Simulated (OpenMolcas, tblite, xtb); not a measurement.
# CH3ClF2Si (SMILES C[Si](F)(F)Cl): the HOMO–LUMO gap, rung by rung

CH3ClF2Si has 8 atoms, charge 0, and is taken as a singlet. As SMILES, `C[Si](F)(F)Cl`. The shape is that of a PBE0-D4/def2-TZVP optimisation.

Quantity: the HOMO–LUMO gap, in eV. The values are calculated.

```json
{"level": "GFN1-xTB", "kind": "semi-empirical", "program": "tblite", "value (eV)": "8.27", "CPU time": "under 2 s"}
{"level": "GFN0-xTB", "kind": "semi-empirical", "program": "xtb", "value (eV)": "6.35", "CPU time": "under 2 s"}
{"level": "HF/def2-SVP", "kind": "Hartree–Fock", "program": "OpenMolcas", "value (eV)": "17.32", "CPU time": "6.6 s"}
{"level": "SVWN5/def2-SVP", "kind": "LDA", "program": "OpenMolcas", "value (eV)": "8.36", "CPU time": "16 s"}
{"level": "BLYP/def2-SVP", "kind": "GGA", "program": "OpenMolcas", "value (eV)": "8.24", "CPU time": "21 s"}
{"level": "TPSS/def2-SVP", "kind": "meta-GGA", "program": "OpenMolcas", "value (eV)": "8.86", "CPU time": "28 s"}
{"level": "PBE0/def2-SVP", "kind": "global hybrid", "program": "OpenMolcas", "value (eV)": "10.87", "CPU time": "20 s"}
{"level": "B2PLYP/def2-SVP", "kind": "double hybrid", "program": "OpenMolcas", "value (eV)": "13.15", "CPU time": "17 s"}
```

The values span 6.35 to 17.32 eV. Orbital gaps aren't excitation energies, and those of double hybrids come from the SCF part alone; they tend to grow with the share of exact exchange. Times are those of the runs behind each value, whatever else they computed, on shared processors of several kinds: orders of magnitude only.

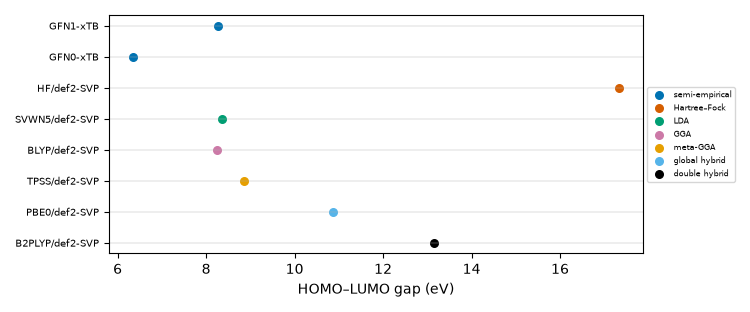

The values of the table, level by level.
